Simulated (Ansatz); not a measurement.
# BFH4O2Si: the cost of one run

Program: the Python package of Ansatz 0.2.0. Level of theory: r2SCAN0/def2-SVP. These are calculated values, not measurements.

## 1. The system

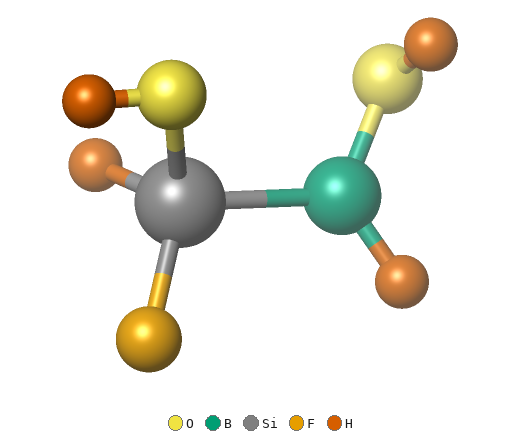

The structure that the script starts from, seen from a chosen angle (oxygen yellow, boron teal, silicon grey, fluorine amber, hydrogen orange).

No structure file is read: the coordinates are typed or built in the script.

## 2. Script

Input file torsion_bfh4o2si.py:

```python
"""Rigid torsion scan of BFH4O2Si."""

import ansatz as az
from ase import Atoms


def main() -> None:
    atoms = Atoms(["O", "B", "Si", "O", "F", "H", "H", "H", "H"], positions=[
        (-0.1118, 0.3296, 2.147),
        (-0.6482, 0.705, 0.7981),
        (-0.2337, -0.4307, -0.7205),
        (1.5782, -0.4842, -0.894),
        (-0.8948, 0.1869, -2.1269),
        (0.7113, 0.8548, 2.207),
        (-1.2863, 1.6699, 0.6387),
        (-0.6815, -1.7692, -0.4691),
        (1.6551, -1.1085, -1.5975),
    ])

    # relax first, so that the scan starts from a minimum
    first = (
        az.Crystal.molecule_from_ase(atoms).calculation()
        .basis(gaussian="def2-SVP")
        .functional("r2scan0")
        .relax(force_tolerance=0.02, max_steps=80)
    )
    atoms.positions = first.run(threads=1, pin="off").report["positions_ang"]

    start = atoms.get_dihedral(3, 2, 1, 0)
    energies = {}
    for turn in range(0, 360, 30):
        turned = atoms.copy()
        turned.set_dihedral(3, 2, 1, 0, start + turn, indices=[0, 1, 5, 6])
        calculation = (
            az.Crystal.molecule_from_ase(turned).calculation()
            .basis(gaussian="def2-SVP")
            .functional("r2scan0")
        )
        energies[round((start + turn) % 360)] = calculation.run(threads=1, pin="off").report["free_energy_ev"]
    floor = min(energies.values())
    print("dihedral O3-Si2-B1-O0 (deg)   E - E(min) (eV)")
    for angle, e in sorted(energies.items()):
        print(f"{angle:8d} {(e - floor):14.3f}  " + "#" * int(30 * (e - floor) / max(max(energies.values()) - floor, 1e-9)))


if __name__ == "__main__":
    main()
```

## 3. What the engine is handed

The package turns the script's settings into the engine's input (first run):

```yaml
crystal:
  periodic: [false, false, false]
  atoms:
    - { symbol: O, position_ang: [-0.1118, 0.3296, 2.147] }
    - { symbol: B, position_ang: [-0.6482, 0.705, 0.7981] }
    - { symbol: Si, position_ang: [-0.2337, -0.4307, -0.7205] }
    - { symbol: O, position_ang: [1.5782, -0.4842, -0.894] }
    - { symbol: F, position_ang: [-0.8948, 0.1869, -2.1269] }
    - { symbol: H, position_ang: [0.7113, 0.8548, 2.207] }
    - { symbol: H, position_ang: [-1.2863, 1.6699, 0.6387] }
    - { symbol: H, position_ang: [-0.6815, -1.7692, -0.4691] }
    - { symbol: H, position_ang: [1.6551, -1.1085, -1.5975] }
basis:
  gaussian:
    orbitals: def2-SVP
hamiltonian:
  xc: r2scan0
relax:
  f_tol: 0.02
  max_steps: 80
```

## 4. Launch

Run with:

```
python torsion_bfh4o2si.py
```

**Question.** How long does this script take on 1 thread of Intel Xeon Platinum 8259CL at 2.50GHz (Skylake/Cascade Lake), shared host, and how much memory does it need?

About 4.9 min, with a peak of 0.29 GiB.
